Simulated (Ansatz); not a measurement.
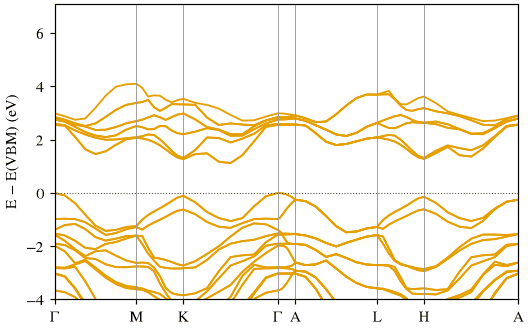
Fig. 1. Band structure from r²SCAN+D4 with spin–orbit coupling (plane waves, PAW; program Ansatz)

**Question.** Read off the gap and where the band edges lie.

**Answer.** About 1.1 eV (1.09 eV by a search for the band edges); maximum at Γ, minimum on the K–Γ line, 45 % of the way from K.

The material is WSe₂ in space group P6_3/mmc (No. 194; W on 2c, Se on 4f).

The r²SCAN+D4 relaxation kept the symmetry of its start; of distortions, only those at the zone centre were tested. The run is not spin-polarised.

Potentials: the later of the program's two PAW sets.
